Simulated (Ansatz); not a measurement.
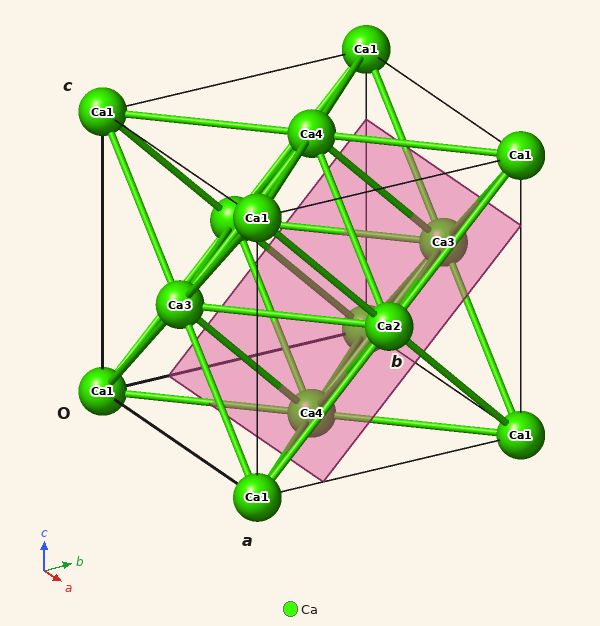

For Ca, the input geometry of an electronic-structure calculation (not necessarily at equilibrium): the shaded plane is a symmetry element of the crystal. Symmetry computed with spglib at a tolerance of 0.002 Å; standard conventional cell.

a = 5.542 Å, b = 5.542 Å, c = 5.542 Å, α = 90.00°, β = 90.00°, γ = 90.00°.

```tsv
atom	x	y	z
Ca1	0.0000	0.0000	0.0000
Ca2	0.0000	0.5000	0.5000
Ca3	0.5000	0.0000	0.5000
Ca4	0.5000	0.5000	0.0000
```

Is it a mirror or a glide plane, and what is the operation?

It is a glide plane with glide vector (1/2, 1/4, 1/4), parallel to (0 1 −1), through (1/2, 5/8, 3/8): x, y, z → x+1/2, z+1/2, y.

Onto which atom does it carry each atom (up to whole multiples of a, b and c)?

Ca1 → Ca4, Ca2 → Ca3, Ca3 → Ca1, Ca4 → Ca2.

What is the crystal's space group?

No. 225, Fm-3m.
